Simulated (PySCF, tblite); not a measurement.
# C4H7B: dynamics, then NMR shifts and electronic excitations on frames, part 2 of 2

tblite 0.8.0 and PySCF 2.14.0. Atoms count from 0. Earlier steps stand in the parts before.

## (8) TDDFT and polarisability: 625 fs, PBE0/def2-SVPD

Job settings and geometry (Å):

```
{"job": {"kind": "uv", "xc": "PBE0", "basis": "def2-SVPD", "nstates": 5, "ntriplets": 0}, "charge": 0, "multiplicity": 1}
B      1.641100    -0.864300     0.358300
C      0.136800    -0.557500     0.154700
C     -0.536800     0.092100     1.083100
C     -1.967700     0.224200     0.975000
C     -2.866300     0.601100     1.903800
H      2.256600    -1.711800    -0.223700
H      2.062800    -0.108400     1.130900
H     -0.286800    -1.049800    -0.655500
H      0.015100     0.589500     1.887000
H     -2.407300    -0.001200     0.046600
H     -3.867100     0.749600     1.524700
H     -2.545700     0.897400     2.905200
```

With the program's defaults for keys left out, this is: TDDFT PBE0/def2-SVPD, vertical, gas phase, core orbitals frozen in the response.

What it wrote:

```text
coarse grid: 9776 points
cycle   1  E = -180.9861728837  dE =  4.313e-01  |g| = 3.286e-01  |ddm| = 5.710e+00
cycle   2  E = -180.9817163801  dE =  4.457e-03  |g| = 3.593e-01  |ddm| = 1.524e+00
cycle   3  E = -181.0171444348  dE = -3.543e-02  |g| = 8.913e-02  |ddm| = 6.927e-01
cycle   4  E = -181.0192253132  dE = -2.081e-03  |g| = 2.576e-02  |ddm| = 1.836e-01
cycle   5  E = -181.0194094867  dE = -1.842e-04  |g| = 6.898e-03  |ddm| = 5.680e-02
cycle   6  E = -181.0194233422  dE = -1.386e-05  |g| = 1.977e-03  |ddm| = 1.455e-02
cycle   7  E = -181.0194242751  dE = -9.330e-07  |g| = 7.372e-04  |ddm| = 4.831e-03
final grid: 93648 points
cycle   8  E = -181.0483541859  dE = -2.685e-05  |g| = 6.319e-03  |ddm| = 1.239e-01
cycle   9  E = -181.0483512655  dE =  2.920e-06  |g| = 7.104e-03  |ddm| = 3.122e-02
cycle  10  E = -181.0483654377  dE = -1.417e-05  |g| = 1.442e-03  |ddm| = 1.601e-02
cycle  11  E = -181.0483660063  dE = -5.686e-07  |g| = 1.826e-04  |ddm| = 2.615e-03
cycle  12  E = -181.0483660143  dE = -8.026e-09  |g| = 5.307e-05  |ddm| = 4.326e-04
cycle  13  E = -181.0483660151  dE = -7.732e-10  |g| = 2.427e-05  |ddm| = 1.684e-04
converged SCF energy = -181.0483660151

Static polarisability (au): isotropic 73.371, principal 43.202 55.916 120.996

Singlet excitations
state   eV       nm        f      main configurations
  1   4.5985    269.6   0.34821   H->L 0.70, H-1->L 0.27
  2   4.9891    248.5   0.24439   H-1->L 0.71, H->L 0.26
  3   5.6117    220.9   0.00032   H-2->L 0.85, H-3->L 0.12
  4   6.3739    194.5   0.04822   H-3->L 0.67, H-4->L 0.09, H->L+1 0.08
  5   6.8593    180.8   0.07811   H-4->L 0.54, H->L+1 0.41
```

It took 11 s on 1 thread of Arm Neoverse V1, shared host; peak memory 0.66 GiB.

In short: HOMO -7.30 eV, LUMO -2.26 eV; lowest singlet 4.60 eV.

## (9) Shielding tensors: 800 fs, PBE0/pcSseg-1

Job settings and geometry (Å):

```
{"job": {"kind": "nmr", "xc": "PBE0", "basis": "pcSseg-1", "pop": false}, "charge": 0, "multiplicity": 1}
B      1.765200    -0.188600    -0.229800
C      0.193300    -0.355300    -0.250400
C     -0.508300     0.088100     0.806400
C     -1.960600     0.007600     1.092900
C     -2.690500     0.620400     2.008100
H      2.459900    -0.435500    -1.106900
H      2.336200    -0.011700     0.779000
H     -0.330200    -0.806200    -1.131100
H      0.061900     0.609500     1.574500
H     -2.482000    -0.495200     0.306700
H     -3.784900     0.605400     1.991300
H     -2.122900     1.172100     2.717100
```

With the program's defaults for keys left out, this is: GIAO PBE0/pcSseg-1 NMR shielding, non-relativistic, gas phase.

What it wrote:

```text
coarse grid: 9776 points
cycle   1  E = -181.0973329065  dE =  3.559e-01  |g| = 2.959e-01  |ddm| = 2.982e+00
cycle   2  E = -181.1019107029  dE = -4.578e-03  |g| = 2.835e-01  |ddm| = 5.513e-01
cycle   3  E = -181.1229422554  dE = -2.103e-02  |g| = 7.002e-02  |ddm| = 2.793e-01
cycle   4  E = -181.1240671393  dE = -1.125e-03  |g| = 2.544e-02  |ddm| = 7.346e-02
cycle   5  E = -181.1242450425  dE = -1.779e-04  |g| = 5.322e-03  |ddm| = 2.872e-02
cycle   6  E = -181.1242553747  dE = -1.033e-05  |g| = 8.612e-04  |ddm| = 6.764e-03
cycle   7  E = -181.1242555816  dE = -2.069e-07  |g| = 1.746e-04  |ddm| = 9.207e-04
final grid: 93648 points
cycle   8  E = -181.1533908376  dE = -2.763e-05  |g| = 5.798e-03  |ddm| = 2.429e-02
cycle   9  E = -181.1533918736  dE = -1.036e-06  |g| = 5.552e-03  |ddm| = 1.045e-02
cycle  10  E = -181.1534004342  dE = -8.561e-06  |g| = 7.521e-04  |ddm| = 5.210e-03
cycle  11  E = -181.1534005891  dE = -1.549e-07  |g| = 2.363e-04  |ddm| = 8.561e-04
cycle  12  E = -181.1534006024  dE = -1.325e-08  |g| = 6.083e-05  |ddm| = 1.929e-04
cycle  13  E = -181.1534006033  dE = -9.514e-10  |g| = 1.144e-05  |ddm| = 5.317e-05
converged SCF energy = -181.1534006033

GIAO shielding tensors (ppm)
atom      isotropic    diamagn.    paramagn.     s11        s22        s33       span
  0 B       23.139     191.447    -168.308    -38.041    -17.616    125.074    163.115
  1 C       38.778     255.131    -216.353    -63.494      9.983    169.844    233.338
  2 C       14.177     256.132    -241.955    -85.094     -4.814    132.440    217.534
  3 C       39.164     255.797    -216.633    -70.291     35.308    152.476    222.766
  4 C       53.933     256.769    -202.837    -67.053     64.653    164.198    231.250
  5 H       24.541      30.251      -5.710     18.616     26.771     28.235      9.619
  6 H       24.497      30.479      -5.982     17.825     27.756     27.910     10.085
  7 H       23.851      31.473      -7.622     20.606     24.124     26.823      6.217
  8 H       24.302      33.790      -9.488     21.285     23.520     28.102      6.816
  9 H       25.419      32.689      -7.270     23.031     24.047     29.179      6.148
 10 H       24.911      27.652      -2.742     22.328     24.691     27.713      5.385
 11 H       25.834      31.488      -5.653     22.034     25.492     29.978      7.944
```

It took 6.6 s on 1 thread of Arm Neoverse V1, shared host; peak memory 0.56 GiB.

In short: δ C2 172.7, C1 148.1, C3 147.8, C4 133.0, H7 7.87, H8 7.41 ppm.

## (10) TDDFT and polarisability: 800 fs, PBE0/def2-SVPD

Same as in step 9 but for these lines:

```diff
@@ -1,2 +1,2 @@
-{"job": {"kind": "nmr", "xc": "PBE0", "basis": "pcSseg-1", "pop": false}, "charge": 0, "multiplicity": 1}
+{"job": {"kind": "uv", "xc": "PBE0", "basis": "def2-SVPD", "nstates": 5, "ntriplets": 0}, "charge": 0, "multiplicity": 1}
 B      1.765200    -0.188600    -0.229800
```

Method: TDDFT PBE0/def2-SVPD, vertical, gas phase, core orbitals frozen in the response.

What it wrote:

```text
coarse grid: 9776 points
cycle   1  E = -180.9971979553  dE =  3.140e-01  |g| = 2.849e-01  |ddm| = 5.944e+00
cycle   2  E = -181.0011520900  dE = -3.954e-03  |g| = 2.746e-01  |ddm| = 1.286e+00
cycle   3  E = -181.0214442308  dE = -2.029e-02  |g| = 7.034e-02  |ddm| = 5.368e-01
cycle   4  E = -181.0225985764  dE = -1.154e-03  |g| = 2.661e-02  |ddm| = 1.504e-01
cycle   5  E = -181.0228005802  dE = -2.020e-04  |g| = 4.920e-03  |ddm| = 5.894e-02
cycle   6  E = -181.0228097266  dE = -9.146e-06  |g| = 9.119e-04  |ddm| = 1.572e-02
final grid: 93648 points
cycle   7  E = -181.0516804198  dE = -2.538e-05  |g| = 5.774e-03  |ddm| = 1.228e-01
cycle   8  E = -181.0516796297  dE =  7.901e-07  |g| = 6.048e-03  |ddm| = 2.732e-02
cycle   9  E = -181.0516901787  dE = -1.055e-05  |g| = 1.016e-03  |ddm| = 1.192e-02
cycle  10  E = -181.0516904657  dE = -2.870e-07  |g| = 2.035e-04  |ddm| = 2.060e-03
cycle  11  E = -181.0516904756  dE = -9.952e-09  |g| = 5.377e-05  |ddm| = 4.009e-04
cycle  12  E = -181.0516904764  dE = -7.650e-10  |g| = 1.446e-05  |ddm| = 1.861e-04
converged SCF energy = -181.0516904764

Static polarisability (au): isotropic 73.815, principal 42.829 58.075 120.540

Singlet excitations
state   eV       nm        f      main configurations
  1   4.6955    264.0   0.48440   H->L 0.89
  2   5.2081    238.1   0.00968   H-1->L 0.74, H-2->L 0.23
  3   5.3155    233.3   0.09315   H-2->L 0.71, H-1->L 0.18
  4   6.4363    192.6   0.00950   H-4->L 0.70, H-3->L 0.22
  5   6.5112    190.4   0.03285   H-3->L 0.50, H-4->L 0.22, H->L+1 0.19
```

It took 11 s on 1 thread of Arm Neoverse V1, shared host; peak memory 0.66 GiB.

In short: HOMO -7.42 eV, LUMO -2.30 eV; lowest singlet 4.70 eV.

## (11) NMR shieldings: 1000 fs, PBE0/pcSseg-1

Job settings and geometry (Å):

```
{"job": {"kind": "nmr", "xc": "PBE0", "basis": "pcSseg-1", "pop": false}, "charge": 0, "multiplicity": 1}
B      1.768300    -0.325100     0.183000
C      0.289800    -0.517700     0.088300
C     -0.524900    -0.288000     1.128700
C     -1.927400    -0.464600     1.315500
C     -2.527800    -0.301000     2.502400
H      2.533600    -0.497000    -0.667400
H      2.065300     0.191700     1.139100
H     -0.111000    -0.848500    -0.898000
H      0.026100     0.003100     1.967400
H     -2.408500    -0.850900     0.416200
H     -3.520800    -0.607100     2.832100
H     -1.869200     0.099200     3.370900
```

Method: GIAO PBE0/pcSseg-1 NMR shielding, non-relativistic, gas phase.

What it wrote:

```text
coarse grid: 9776 points
cycle   1  E = -181.0839942930  dE =  4.713e-01  |g| = 3.321e-01  |ddm| = 3.000e+00
cycle   2  E = -181.0665140682  dE =  1.748e-02  |g| = 4.172e-01  |ddm| = 7.806e-01
cycle   3  E = -181.1172182198  dE = -5.070e-02  |g| = 1.148e-01  |ddm| = 4.994e-01
cycle   4  E = -181.1208285519  dE = -3.610e-03  |g| = 2.127e-02  |ddm| = 1.089e-01
cycle   5  E = -181.1209464781  dE = -1.179e-04  |g| = 7.246e-03  |ddm| = 2.633e-02
cycle   6  E = -181.1209621768  dE = -1.570e-05  |g| = 1.795e-03  |ddm| = 6.982e-03
cycle   7  E = -181.1209628314  dE = -6.545e-07  |g| = 8.774e-04  |ddm| = 2.196e-03
final grid: 93648 points
cycle   8  E = -181.1495571434  dE = -2.594e-05  |g| = 6.405e-03  |ddm| = 3.654e-02
cycle   9  E = -181.1495545412  dE =  2.602e-06  |g| = 7.119e-03  |ddm| = 1.261e-02
cycle  10  E = -181.1495682951  dE = -1.375e-05  |g| = 1.486e-03  |ddm| = 7.107e-03
cycle  11  E = -181.1495688993  dE = -6.042e-07  |g| = 1.971e-04  |ddm| = 1.341e-03
cycle  12  E = -181.1495689083  dE = -8.924e-09  |g| = 5.191e-05  |ddm| = 1.816e-04
cycle  13  E = -181.1495689090  dE = -7.163e-10  |g| = 1.169e-05  |ddm| = 5.794e-05
converged SCF energy = -181.1495689090

GIAO shielding tensors (ppm)
atom      isotropic    diamagn.    paramagn.     s11        s22        s33       span
  0 B       28.746     194.368    -165.622    -22.675    -17.711    126.622    149.297
  1 C       42.070     255.918    -213.848    -52.185      1.744    176.651    228.836
  2 C       10.630     256.514    -245.883    -89.670     -6.590    128.151    217.820
  3 C       44.303     254.303    -210.000    -57.681     33.648    156.941    214.622
  4 C       42.186     253.841    -211.655    -60.431     35.166    151.823    212.254
  5 H       24.728      30.648      -5.920     19.155     26.930     28.100      8.945
  6 H       25.517      32.375      -6.858     18.149     28.958     29.445     11.296
  7 H       24.264      32.414      -8.150     21.619     24.002     27.171      5.552
  8 H       24.917      36.032     -11.114     20.766     24.403     29.583      8.817
  9 H       24.618      30.863      -6.245     23.167     23.412     27.275      4.107
 10 H       24.825      26.987      -2.163     22.852     24.802     26.820      3.968
 11 H       24.466      27.988      -3.522     22.573     23.415     27.408      4.835
```

It took 7 s on 1 thread of Arm Neoverse V1, shared host; peak memory 0.57 GiB.

Key values: δ C2 176.3, C1 144.9, C4 144.7, C3 142.6, H7 7.45, H11 7.25 ppm.

## (12) Excited states and response: 1000 fs, PBE0/def2-SVPD

Same as in step 11 but for these lines:

```diff
@@ -1,2 +1,2 @@
-{"job": {"kind": "nmr", "xc": "PBE0", "basis": "pcSseg-1", "pop": false}, "charge": 0, "multiplicity": 1}
+{"job": {"kind": "uv", "xc": "PBE0", "basis": "def2-SVPD", "nstates": 5, "ntriplets": 0}, "charge": 0, "multiplicity": 1}
 B      1.768300    -0.325100     0.183000
```

Level: TDDFT PBE0/def2-SVPD, vertical, gas phase, core orbitals frozen in the response.

What it wrote:

```text
coarse grid: 9776 points
cycle   1  E = -180.9831757613  dE =  4.298e-01  |g| = 3.218e-01  |ddm| = 6.396e+00
cycle   2  E = -180.9640807912  dE =  1.909e-02  |g| = 4.136e-01  |ddm| = 1.531e+00
cycle   3  E = -181.0153457308  dE = -5.126e-02  |g| = 1.102e-01  |ddm| = 8.677e-01
cycle   4  E = -181.0187408207  dE = -3.395e-03  |g| = 2.285e-02  |ddm| = 2.161e-01
cycle   5  E = -181.0188843199  dE = -1.435e-04  |g| = 6.740e-03  |ddm| = 5.361e-02
cycle   6  E = -181.0188983685  dE = -1.405e-05  |g| = 1.798e-03  |ddm| = 1.686e-02
cycle   7  E = -181.0188990220  dE = -6.535e-07  |g| = 8.935e-04  |ddm| = 4.111e-03
final grid: 93648 points
cycle   8  E = -181.0472915097  dE = -2.799e-05  |g| = 6.151e-03  |ddm| = 1.741e-01
cycle   9  E = -181.0472882833  dE =  3.226e-06  |g| = 7.032e-03  |ddm| = 2.645e-02
cycle  10  E = -181.0473022019  dE = -1.392e-05  |g| = 1.475e-03  |ddm| = 1.383e-02
cycle  11  E = -181.0473028097  dE = -6.078e-07  |g| = 1.843e-04  |ddm| = 2.715e-03
cycle  12  E = -181.0473028178  dE = -8.044e-09  |g| = 5.204e-05  |ddm| = 5.334e-04
cycle  13  E = -181.0473028185  dE = -7.166e-10  |g| = 1.571e-05  |ddm| = 2.022e-04
converged SCF energy = -181.0473028185

Static polarisability (au): isotropic 74.536, principal 42.016 58.675 122.917

Singlet excitations
state   eV       nm        f      main configurations
  1   4.7080    263.3   0.33187   H->L 0.56, H-1->L 0.42
  2   4.9066    252.7   0.33469   H-1->L 0.56, H->L 0.40
  3   5.4610    227.0   0.01457   H-2->L 0.96
  4   6.4217    193.1   0.00335   H-4->L 0.93
  5   6.4969    190.8   0.01459   H-3->L 0.60, H->L+1 0.33
```

It took 11 s on 1 thread of Arm Neoverse V1, shared host; peak memory 0.66 GiB.

Key values: HOMO -7.43 eV, LUMO -2.43 eV; lowest singlet 4.71 eV.

## (13) Comparing the runs: NMR shifts

Shifts (ppm) of some atoms, chosen among heavy atoms and hydrogens apart, with basis size and wall time:

| frame | C1 | C2 | C3 | C4 | H7 | H11 | B0 | functions | time |
| --- | --- | --- | --- | --- | --- | --- | --- | --- | --- |
| 250 fs | 162.5 | 160.3 | 147.8 | 131.5 | 8.52 | 5.92 | 76.1 | 120 | 7.5 s |
| 425 fs | 154.1 | 147.1 | 149.2 | 136.8 | 6.93 | 5.44 | 80.8 | 120 | 6.7 s |
| 625 fs | 151.1 | 161.4 | 153.2 | 137.4 | 7.10 | 6.44 | 75.7 | 120 | 6.8 s |
| 800 fs | 148.1 | 172.7 | 147.8 | 133.0 | 7.87 | 5.88 | 76.9 | 120 | 6.6 s |
| 1000 fs | 144.9 | 176.3 | 142.6 | 144.7 | 7.45 | 7.25 | 71.3 | 120 | 7 s |

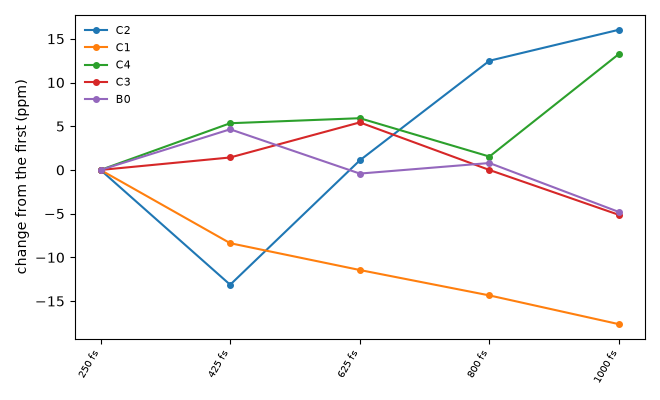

How five of the tabulated atoms move from run to run.

## (14) Comparing the runs: electronic excitations

Excitations and ground-state properties, with basis size and wall time:

| frame | lowest singlet (eV) | brightest (eV) | f | gap (eV) | α (Å³) | μ (D) | functions | time |
| --- | --- | --- | --- | --- | --- | --- | --- | --- |
| 250 fs | 4.46 | 4.46 | 0.414 | 4.99 | 11.03 | 1.51 | 156 | 11 s |
| 425 fs | 4.19 | 5.56 | 0.309 | 4.91 | 10.94 | 0.90 | 156 | 11 s |
| 625 fs | 4.60 | 4.60 | 0.348 | 5.04 | 10.87 | 1.62 | 156 | 11 s |
| 800 fs | 4.70 | 4.70 | 0.484 | 5.11 | 10.94 | 1.79 | 156 | 11 s |
| 1000 fs | 4.71 | 4.91 | 0.335 | 4.99 | 11.05 | 2.30 | 156 | 11 s |

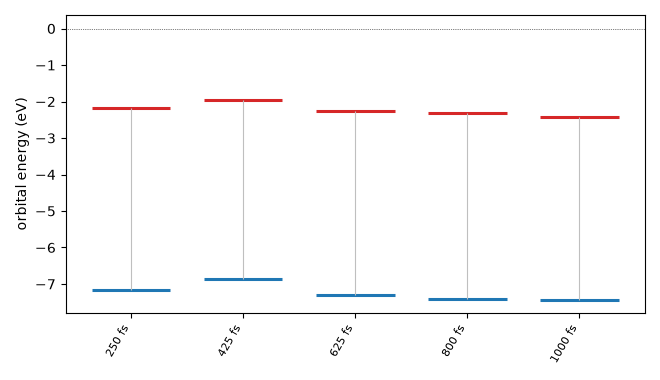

HOMO (blue) and LUMO (red) run by run.

## (15) What came out

What follows sums up all 2 parts.

```
                                           quantity                                         value
                                         thermostat                                         400 K
                      mean temperature, second half                                         392 K
            mean potential energy above the minimum                                       0.49 eV
     13C shifts against TMS (PBE0/pcSseg-1, 250 fs)                162.5, 160.3, 147.8, 131.5 ppm
      1H shifts against TMS (PBE0/pcSseg-1, 250 fs)  8.52, 7.99, 7.40, 7.27, 6.57, 6.49, 5.92 ppm
11B shifts against BF3·OEt2 (PBE0/pcSseg-1, 250 fs)                                      76.1 ppm
            lowest singlet (PBE0/def2-SVPD, 250 fs)                   4.46 eV (278 nm), f = 0.414
                           range of the shift of C2                            147.1 to 176.3 ppm
                        range of the lowest singlet                               4.19 to 4.71 eV
```

What this shows: In the second half the potential energy averages 0.49 eV above the minimum; equipartition over 30 harmonic modes at 400 K would give 0.52 eV. With 12 atoms the temperature swings widely (255 to 610 K). Shifts at one fixed geometry are not the observed spectrum, which averages over the motion. In the first frame run (250 fs): The first singlet state (HOMO→LUMO 0.91) lies at 4.46 eV and is bright. Across the 5 runs the shift of C2 moves most, between 147.1 (425 fs) and 176.3 ppm (1000 fs). The lowest singlet runs from 4.19 eV (425 fs) to 4.71 eV (1000 fs), while the orbital gap spans 4.91 to 5.11 eV. The lowest state need not be the same one in every run.
